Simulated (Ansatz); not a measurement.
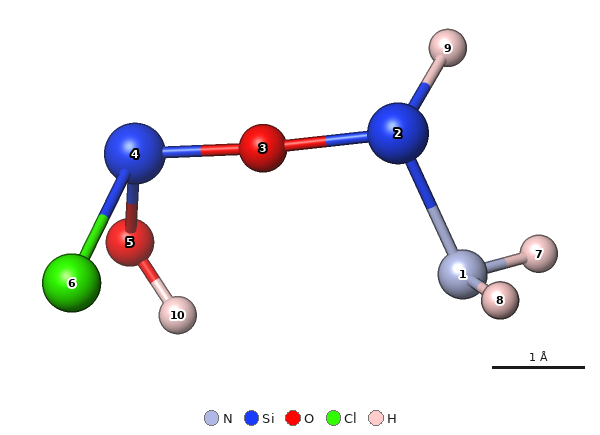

*The structure as given in the input (ball-and-stick view, seen at a tilt; atoms are numbered from 1 in the order of the input).*

**Si$_{2}$NH$_{4}$ClO$_{2}$: geometry relaxation (part 1 of 2)**

Si$_{2}$NH$_{4}$ClO$_{2}$, computed with RKS PBE/def2-SVP (Ansatz 0.2.0).

It belongs to a series of runs on one base structure; here: end point B relaxed. Figures and captions count atoms from 1; the log counts them from 0 in places.

The input:
```yaml
crystal:
  periodic: [false, false, false]
  atoms:
    - { symbol: "N", position_ang: [0.521, -1.8344, 0.4917] }
    - { symbol: Si, position_ang: [0.9531, -0.3725, 1.3139] }
    - { symbol: O, position_ang: [0.1702, 0.7138, 0.5946] }
    - { symbol: Si, position_ang: [-0.4791, 1.8081, -0.1037] }
    - { symbol: O, position_ang: [-0.4827, 1.3809, -1.7363] }
    - { symbol: Cl, position_ang: [-2.5107, 1.3549, 0.3927] }
    - { symbol: H, position_ang: [1.41389, -2.29809, 0.30077] }
    - { symbol: H, position_ang: [0.13078, -2.40996, 1.25292] }
    - { symbol: H, position_ang: [2.3703, -0.1367, 0.9617] }
    - { symbol: H, position_ang: [-0.7582, 0.4764, -1.8679] }
basis:
  gaussian: { orbitals: def2-SVP }
hamiltonian:
  xc: pbe
relax:
  f_tol: 0.015
  max_steps: 40
output:
  orbitals: {}
```

Run on 2 threads of Arm Neoverse V1, 24 GiB of memory available, shared host.

Run as:
```bash
ansatz run input.yaml --threads 2 --pin off --max-ram 3072MiB --backend cpu --events-out ev --progress --plain --runs-dir out
```

What the program printed:
```
The last accepted step is kept in [file] (removed where the run ends without a failure and the disk answers)
Engine: ansatz 0.2.0, aarch64-unknown-linux-gnu
Functional definition: PBE
  parameter kappa = 0.804
  parameter beta = 0.06672455060314922
  exchange = pbe_x(kappa = kappa, mu = beta*pi^2/3)
  correlation = pbe_c(beta = beta)
1277 factors; their error is unknown
mean field evaluation 1: about -33873.7407 eV, gradient 1.0e2 eV
mean field evaluation 2: about -33626.3574 eV, gradient 2.6e2 eV
mean field evaluation 4: about -33885.2390 eV, gradient 3.9e1 eV
mean field evaluation 8: about -33887.9524 eV, gradient 2.7e1 eV
mean field evaluation 16: about -33894.5010 eV, gradient 7.1e-1 eV
mean field -33894.41390898 eV, -1245.5967366960 hartree, gradient 2.6e-5 eV, S^2 0.000000; 1 other end points of the search recorded, 0 dependent functions left out
the calculation of the forces begins
reference -33894.41394736 eV, -1245.5967381065 hartree; 36, 36 occupied and 80, 80 virtual orbitals, 1277 factors
relax step   1: F+E_penalty+E_count = -33894.41390898 eV  Δ(F+E_penalty+E_count) = +0.000e0 eV  max|allowed force component| = 7.931e0 eV/Å  Δτ_max = 0.0000 Å  (88 SCF iters, accepted)
these checks for a lower state are left out or cut short: starts, cluster_reference, orbital_swaps, neighbouring_geometries, increment
1277 factors; their error is unknown
mean field evaluation 32: about -33895.9412 eV, gradient 1.6e-1 eV
mean field -33895.94124618 eV, -1245.6528653031 hartree, gradient 2.4e-5 eV, S^2 0.000000; 1 other end points of the search recorded, 0 dependent functions left out
[... from here on the field's lines of each further geometry are left out, up to the last ...]
relax step   2: F+E_penalty+E_count = -33895.94124618 eV  Δ(F+E_penalty+E_count) = -1.527e0 eV  max|allowed force component| = 3.736e0 eV/Å  Δτ_max = 0.1956 Å  (82 SCF iters, accepted)
relax step   3: F+E_penalty+E_count = -33896.66747239 eV  Δ(F+E_penalty+E_count) = -7.262e-1 eV  max|allowed force component| = 1.484e0 eV/Å  Δτ_max = 0.1948 Å  (81 SCF iters, accepted)
relax step   4: F+E_penalty+E_count = -33896.99904212 eV  Δ(F+E_penalty+E_count) = -3.316e-1 eV  max|allowed force component| = 9.000e-1 eV/Å  Δτ_max = 0.2000 Å  (79 SCF iters, accepted)
relax step   5: F+E_penalty+E_count = -33897.19432496 eV  Δ(F+E_penalty+E_count) = -1.953e-1 eV  max|allowed force component| = 5.482e-1 eV/Å  Δτ_max = 0.1947 Å  (75 SCF iters, accepted)
relax step   6: F+E_penalty+E_count = -33897.29138931 eV  Δ(F+E_penalty+E_count) = -9.706e-2 eV  max|allowed force component| = 4.606e-1 eV/Å  Δτ_max = 0.2000 Å  (71 SCF iters, accepted)
relax step   7: F+E_penalty+E_count = -33897.38628226 eV  Δ(F+E_penalty+E_count) = -9.489e-2 eV  max|allowed force component| = 4.348e-1 eV/Å  Δτ_max = 0.2000 Å  (55 SCF iters, accepted)
relax step   8: F+E_penalty+E_count = -33897.46405670 eV  Δ(F+E_penalty+E_count) = -7.777e-2 eV  max|allowed force component| = 9.110e-1 eV/Å  Δτ_max = 0.1949 Å  (39 SCF iters, accepted)
relax step   9: F+E_penalty+E_count = -33897.52601320 eV  Δ(F+E_penalty+E_count) = -6.196e-2 eV  max|allowed force component| = 1.192e0 eV/Å  Δτ_max = 0.1920 Å  (39 SCF iters, accepted)
relax step  10: F+E_penalty+E_count = -33897.60274859 eV  Δ(F+E_penalty+E_count) = -7.674e-2 eV  max|allowed force component| = 9.127e-1 eV/Å  Δτ_max = 0.1969 Å  (33 SCF iters, accepted)
relax step  11: F+E_penalty+E_count = -33897.67848068 eV  Δ(F+E_penalty+E_count) = -7.573e-2 eV  max|allowed force component| = 5.617e-1 eV/Å  Δτ_max = 0.1948 Å  (33 SCF iters, accepted)
relax step  12: F+E_penalty+E_count = -33897.74642432 eV  Δ(F+E_penalty+E_count) = -6.794e-2 eV  max|allowed force component| = 5.671e-1 eV/Å  Δτ_max = 0.1949 Å  (32 SCF iters, accepted)
relax step  13: F+E_penalty+E_count = -33897.79328251 eV  Δ(F+E_penalty+E_count) = -4.686e-2 eV  max|allowed force component| = 4.104e-1 eV/Å  Δτ_max = 0.1954 Å  (32 SCF iters, accepted)
relax step  14: F+E_penalty+E_count = -33897.82827666 eV  Δ(F+E_penalty+E_count) = -3.499e-2 eV  max|allowed force component| = 6.862e-1 eV/Å  Δτ_max = 0.1960 Å  (32 SCF iters, accepted)
relax step  15: F+E_penalty+E_count = -33897.84870025 eV  Δ(F+E_penalty+E_count) = -2.042e-2 eV  max|allowed force component| = 9.856e-1 eV/Å  Δτ_max = 0.1765 Å  (32 SCF iters, accepted)
relax step  16: F+E_penalty+E_count = -33897.86662867 eV  Δ(F+E_penalty+E_count) = -1.793e-2 eV  max|allowed force component| = 2.629e-1 eV/Å  Δτ_max = 0.0722 Å  (32 SCF iters, accepted)
relax step  17: F+E_penalty+E_count = -33897.85335150 eV  Δ(F+E_penalty+E_count) = +1.328e-2 eV  max|allowed force component| = 3.873e-1 eV/Å  Δτ_max = 0.0451 Å  (32 SCF iters, rejected (line search))
relax step  18: F+E_penalty+E_count = -33897.87104233 eV  Δ(F+E_penalty+E_count) = -4.414e-3 eV  max|allowed force component| = 6.036e-2 eV/Å  Δτ_max = 0.0220 Å  (30 SCF iters, accepted)
relax step  19: F+E_penalty+E_count = -33897.87156327 eV  Δ(F+E_penalty+E_count) = -5.209e-4 eV  max|allowed force component| = 7.055e-2 eV/Å  Δτ_max = 0.0288 Å  (31 SCF iters, accepted)
relax step  20: F+E_penalty+E_count = -33897.87392436 eV  Δ(F+E_penalty+E_count) = -2.361e-3 eV  max|allowed force component| = 5.052e-2 eV/Å  Δτ_max = 0.0497 Å  (31 SCF iters, accepted)
relax step  21: F+E_penalty+E_count = -33897.87446274 eV  Δ(F+E_penalty+E_count) = -5.384e-4 eV  max|allowed force component| = 9.760e-2 eV/Å  Δτ_max = 0.0247 Å  (31 SCF iters, accepted)
relax step  22: F+E_penalty+E_count = -33897.87525686 eV  Δ(F+E_penalty+E_count) = -7.941e-4 eV  max|allowed force component| = 3.900e-2 eV/Å  Δτ_max = 0.0356 Å  (31 SCF iters, accepted)
relax step  23: F+E_penalty+E_count = -33897.87570208 eV  Δ(F+E_penalty+E_count) = -4.452e-4 eV  max|allowed force component| = 2.009e-2 eV/Å  Δτ_max = 0.0270 Å  (32 SCF iters, accepted)
relax step  24: F+E_penalty+E_count = -33897.87580348 eV  Δ(F+E_penalty+E_count) = -1.014e-4 eV  max|allowed force component| = 1.865e-2 eV/Å  Δτ_max = 0.0091 Å  (32 SCF iters, accepted)
relax step  25: F+E_penalty+E_count = -33897.87587227 eV  Δ(F+E_penalty+E_count) = -6.879e-5 eV  max|allowed force component| = 1.868e-2 eV/Å  Δτ_max = 0.0077 Å  (32 SCF iters, accepted)
the calculation of the forces begins
reference -33897.87592893 eV, -1245.7239635827 hartree; 36, 36 occupied and 80, 80 virtual orbitals, 1277 factors
relax step  26: F+E_penalty+E_count = -33897.87589189 eV  Δ(F+E_penalty+E_count) = -1.962e-5 eV  max|allowed force component| = 1.104e-2 eV/Å  Δτ_max = 0.0024 Å  (24 SCF iters, accepted)
1277 factors; their error is unknown
mean field evaluation 256: about -33897.9639 eV, gradient 1.4e0 eV
```

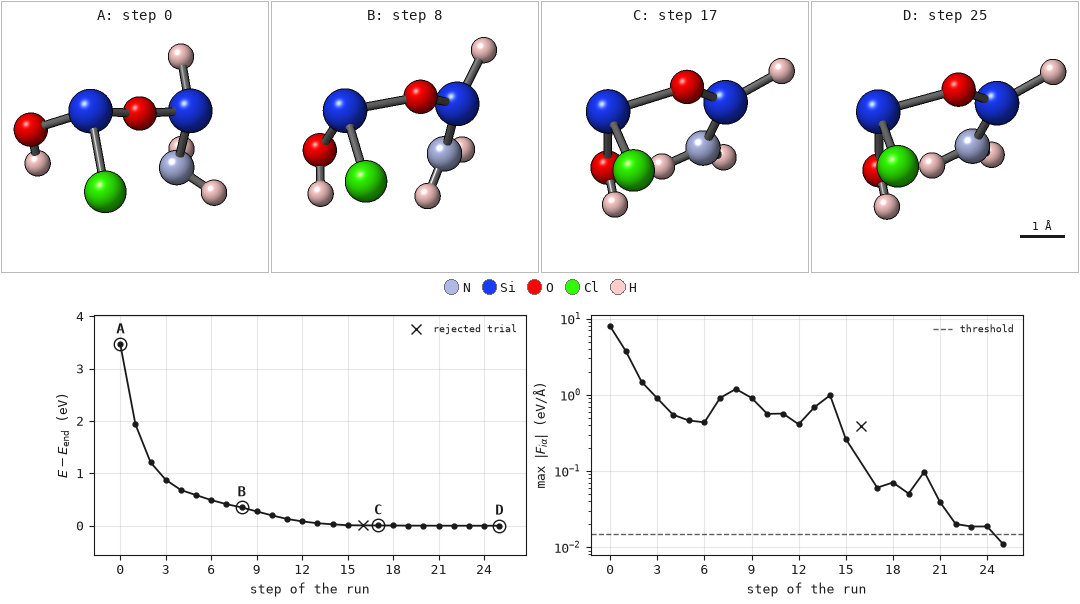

*Frames of the relaxation (ball-and-stick view, seen at a tilt) above the curves, on which the letters mark them (the first geometry is step 0 here and step 1 in the log).*

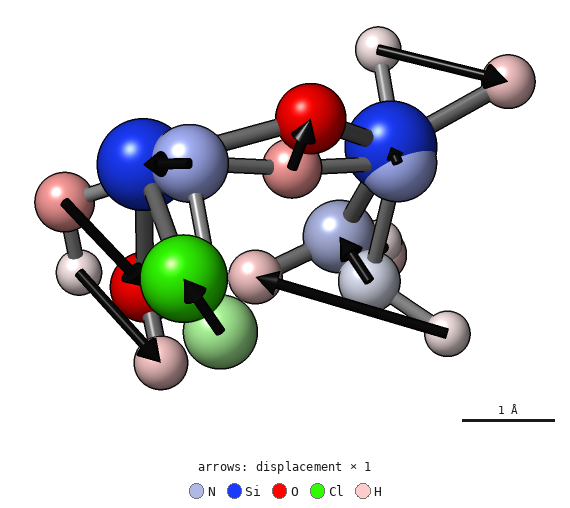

*Start (faint) and end (solid) with the displacements as black arrows, at true length (ball-and-stick view, seen at a tilt). The two geometries are laid on each other by the best rigid fit.*

Over 25 geometry steps the energy falls by 3.462 eV. Largest force component: 7.9 eV/Å at the start, 0.011 eV/Å at the end. The line search rejected the trial step at point 16 (counted from 0) and went back. The atom that moves furthest after the best rigid fit is H8 (2.19 Å). By element the largest moves are H 2.19 Å, O 1.43 Å, Cl 0.78 Å, Si 0.63 Å, N 0.62 Å. Among the contacts that change: O3–Si4 1.451 → 1.924 Å, Si4–O5 1.688 → 1.770 Å, Si2–O3 1.520 → 1.589 Å, N1–Si2 1.732 → 1.676 Å. Among the angles that change: Si2–O3–Si4 175.5° → 127.1°, Si2–N1–H7 104.7° → 128.4°, N1–Si2–O3 104.5° → 121.9°. (Atoms are counted from 1 in the order of the input.)

```
mean field -33897.87589189 eV, -1245.7239622215 hartree, gradient 2.4e-5 eV, S^2 0.000000; 1 other end points of the search recorded, 0 dependent functions left out
the calculation of the forces begins
reference -33897.87592893 eV, -1245.7239635827 hartree; 36, 36 occupied and 80, 80 virtual orbitals, 1277 factors
Total energy: -33897.87592893 eV, -1245.7239635827 hartree
Atom 0 at     0.994787    -1.558713     0.167884 Å, force    -0.002367    -0.010237    -0.009480 eV/Å
Atom 1 at     1.167673    -0.248107     1.197408 Å, force    -0.002724     0.006220    -0.005576 eV/Å
Atom 2 at     0.510364     1.162655     0.879283 Å, force     0.005863     0.001682     0.010050 eV/Å
Atom 3 at    -0.406414     1.679722    -0.731564 Å, force     0.002256    -0.010598    -0.001920 eV/Å
Atom 4 at    -0.801922     0.020576    -1.204573 Å, force     0.000591     0.011041    -0.005371 eV/Å
Atom 5 at    -2.317507     2.054746     0.262674 Å, force    -0.001354    -0.001018    -0.001034 eV/Å
Atom 6 at     1.435908    -2.477485     0.230553 Å, force     0.000864     0.004232     0.004283 eV/Å
Atom 7 at     0.339178    -1.357359    -0.622053 Å, force     0.004237     0.001490     0.006221 eV/Å
Atom 8 at     2.122242    -0.422609     2.327192 Å, force     0.000010    -0.000414     0.000774 eV/Å
Atom 9 at    -1.715739    -0.170975    -0.906414 Å, force    -0.007374    -0.002398     0.002055 eV/Å
Dipole moment:     0.794294    -1.290103     0.484079 e Å
```
